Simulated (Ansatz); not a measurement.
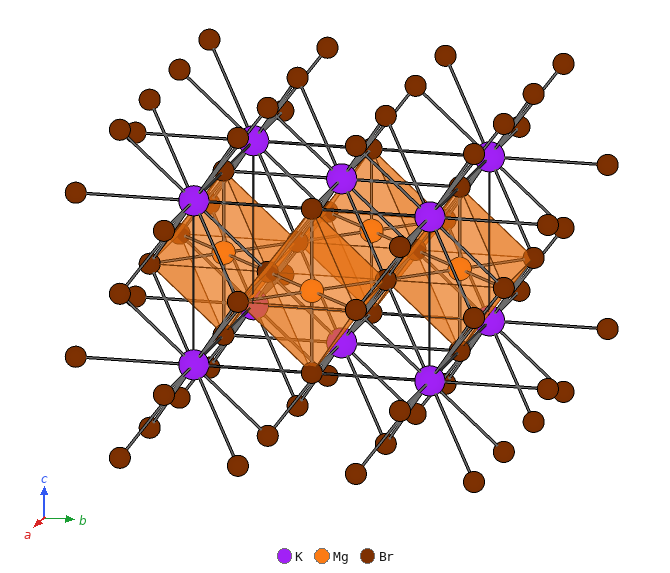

Crystal structure, polyhedral style, seen slightly off an axis. The parallelepiped is the conventional unit cell. A few atoms beyond the faces are included.

KMgBr₃, space group Cmmm (No. 65), a = 7.387 Å, b = 7.612 Å, c = 5.303 Å, α = 90.00°, β = 90.00°, γ = 90.00°. Origin of the cell: a structure type filled with these elements by a generator (whether the compound takes this form wasn't checked). The cell was then strained or its atoms displaced on purpose. Ansatz was used for an electronic-structure calculation on it.

This one geometry was computed with Ansatz (DFT, plane waves, PAW) at three levels of theory: HSE06, PBE and r2SCAN. It was relaxed with r2SCAN and then strained.

How does the band gap change with the level of theory?

PBE: a gap of 2.77 eV, indirect; r2SCAN: a gap of 3.59 eV, indirect; HSE06: a gap of 3.95 eV, indirect.

Collect the results in a table.

| level | cutoff (eV) | k-mesh of the run's cell | gap (eV) | pressure (GPa) |
| --- | --- | --- | --- | --- |
| HSE06 | 420 | 4×4×4 | 3.95 | 0.3 |
| PBE | 420 | 6×6×6 | 2.77 | 0.9 |
| r2SCAN | 500 | 6×6×6 | 3.59 | 0.0 |

Gaps are taken on the k-mesh or band path of each run.
